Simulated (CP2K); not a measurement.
**Two attempts at InCl (SMILES [Cl][In])**

Aim: energy and forces of InCl at GFN1-xTB.

The results are computed with CP2K 2026.2.

3 further runs of the same task are left out: 3 set aside as unsound or not needed.

### Step 1. The system as given

InCl has 2 atoms, charge 0, and is taken as a singlet. SMILES: `[Cl][In]`. The shape comes from GFN2-xTB, which is rough for such elements, and wasn't checked as a minimum.

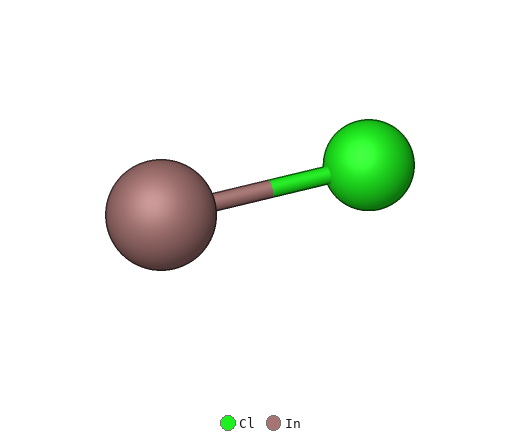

Viewed from a chosen angle; chlorine green, indium brown.

### Step 2. The input as first written

molecule.xyz reads:

```xyz
2

Cl     0.000000     0.000000     0.000000
In     0.000000     0.000000     2.385660
```

run.inp reads:

```
&GLOBAL
    PROJECT_NAME run
    RUN_TYPE ENERGY_FORCE
    PRINT_LEVEL MEDIUM
&END GLOBAL

&FORCE_EVAL
    METHOD QS
    &DFT
        CHARGE 0
        MULTIPLICITY 1
        # Quickstep
        &QS
            METHOD XTB
            EPS_DEFAULT 1.0E-10
            &XTB
                GFN_TYPE 1
                CHECK_ATOMIC_CHARGES F
            &END XTB
        &END QS
        # no periodic images
        &POISSON
            PERIODIC NONE
            POISSON_SOLVER ANALYTIC
        &END POISSON
        # self-consistent field
        &SCF
            SCF_GUESS ATOMIC
            EPS_SCF 1.0E-06
            MAX_SCF 50
            &OT ON
                MINIMIZER CG
                PRECONDITIONER FULL_ALL
            &END OT
            &OUTER_SCF
                EPS_SCF 1.0E-06
                MAX_SCF 10
            &END OUTER_SCF
        # extra output
        &PRINT
            &MOMENTS
                PERIODIC F
                REFERENCE COM
                MAX_MOMENT 1
            &END MOMENTS
            &MO_CUBES
                NLUMO 5
                NHOMO -1
                WRITE_CUBE F
            &END MO_CUBES
            &HIRSHFELD OFF
            &END HIRSHFELD
        &END PRINT
    &END DFT
    &SUBSYS
        &CELL
            ABC [angstrom] 8 8 10.4
            PERIODIC NONE
        &END CELL
        &TOPOLOGY
            COORD_FILE_NAME molecule.xyz
            COORD_FILE_FORMAT XYZ
            &CENTER_COORDINATES
            &END CENTER_COORDINATES
        &END TOPOLOGY
    &END SUBSYS
    &PRINT
        &FORCES ON
        &END FORCES
    &END PRINT
&END FORCE_EVAL
```

On the command line:

```bash
$ OMP_NUM_THREADS=1 cp2k.psmp -i run.inp > run.out 2>&1
```

Output:

```text
Possible matches for unknown subsection

 MOMENTS

   subsection MOMENTS in section %__ROOT__%FORCE_EVAL%DFT%ENERGY_CORRECTION%PRINT score:  110
   subsection MOMENTS in section %__ROOT__%FORCE_EVAL%DFT%REAL_TIME_PROPAGATION%PRINT score:  110
   subsection MOMENTS in section %__ROOT__%FORCE_EVAL%DFT%PRINT score:  110
   subsection MOMENTS_FT in section %__ROOT__%FORCE_EVAL%DFT%REAL_TIME_PROPAGATION%PRINT score:  107
   enum SILENT in section %__ROOT__%GLOBAL%PRINT for keyword _SECTION_PARAMETERS_ score:  106

 *******************************************************************************
 *   ___                                                                       *
 *  /   \                                                                      *
 * [ABORT]                                                                     *
 *  \___/               unknown subsection MOMENTS of section PRINT            *
 *    |                                                                        *
 *  O/|                                                                        *
 * /| |                                                                        *
 * / \                                               input/input_parsing.F:192 *
 *******************************************************************************

 ===== Routine Calling Stack =====

            6 section_vals_parse
            5 section_vals_parse
            4 section_vals_parse
            3 section_vals_parse
            2 section_vals_parse
            1 read_input
```

Wall time 1.1 s (1 thread of Intel Xeon Platinum 8375C at 2.90GHz (Ice Lake), shared host); peak memory 0.16 GiB.

### Step 3. What went wrong

The program refused the input.

The telling line is `\___/               unknown subsection MOMENTS of section PRINT`. The fault: a section of the input isn't closed.

### Step 4. Second attempt

molecule.xyz is that of step 2.

job.inp reads:

```
&global
  project_name job
  run_type ENERGY_FORCE
  print_level MEDIUM
&end global

&force_eval
  method QS
  &dft
    &qs
      method XTB
      eps_default 1.0E-10
      &xtb
        gfn_type 1
        check_atomic_charges F
      &end xtb
    &end qs
    &poisson
      periodic NONE
      poisson_solver ANALYTIC
    &end poisson
    &scf
      scf_guess ATOMIC
      eps_scf 1.0E-06
      max_scf 50
      &ot
        minimizer CG
        preconditioner FULL_ALL
      &end ot
      &outer_scf
        eps_scf 1.0E-06
        max_scf 10
      &end outer_scf
    &end scf
    &print
      &moments
        periodic F
        reference COM
        max_moment 1
      &end moments
      &mo_cubes
        nlumo 5
        nhomo -1
        write_cube F
      &end mo_cubes
      &hirshfeld OFF
      &end hirshfeld
    &end print
  &end dft
  &subsys
    &cell
      abc 8 8 10.4
      periodic NONE
    &end cell
    &topology
      coord_file_name molecule.xyz
      coord_file_format XYZ
      &center_coordinates
      &end center_coordinates
    &end topology
  &end subsys
  &print
    &forces ON
    &end forces
  &end print
&end force_eval
```

On the command line:

```bash
$ OMP_NUM_THREADS=1 cp2k.psmp job.inp > job.out
```

Output:

```text
CP2K| version string:                                       CP2K version 2026.2
[...]
 GLOBAL| Method name                                                        CP2K
[...]
 GLOBAL| Run type                                                   ENERGY_FORCE
[...]
                             - Atoms:                                          2
[...]
                             - Spherical basis functions:                     18
[...]
 Number of electrons:                                                         10
[...]
     1 OT CG       0.15E+00    0.0     0.03035840        -5.8537922060 -5.85E+00
[...]
     5 OT CG       0.24E+00    0.0     0.00000017        -5.8607472706 -3.28E-09
  *** SCF run converged in     5 steps ***
[...]
 TB_DIPOLE| Moment [Debye]          0.00000000       0.00000000       5.24108088
 TB_DIPOLE| Derivative [a.u.]       0.00000000       0.00000000       0.00000000
[...]
 ENERGY| Total FORCE_EVAL ( QS ) energy [hartree]             -5.860747270628115
 FORCES| Atomic forces [hartree/bohr]
 FORCES|   Atom     x               y               z               |f|
 FORCES|      1  6.34700503E-17  1.21172312E-16 -4.15799652E-02   4.15799652E-02
 FORCES|      2 -6.34700503E-17 -1.21172312E-16  4.15799652E-02   4.15799652E-02
 FORCES| Sum     0.00000000E+00  0.00000000E+00  6.93889390E-18
 FORCES| Total atomic force                                       6.93889390E-18
[...]
```

Wall time 1.2 s (1 thread of Intel Xeon Platinum 8375C at 2.90GHz (Ice Lake), shared host); peak memory 0.19 GiB.

### Step 5. What came out

Level: GFN1-xTB.

```
                                 quantity         value
                             total energy   -5.86075 Eh
dipole moment (from atomic charges alone)        5.24 D
                              HOMO energy     -11.42 eV
                        dispersion energy  -1.14 kJ/mol
                 largest force on an atom    2.138 eV/Å
```

**Reading.** The dipole comes from point charges on the atoms alone, without atomic dipoles, so it is partial. The largest force is 2.14 eV/Å: the shape isn't a stationary point for this species at this level.
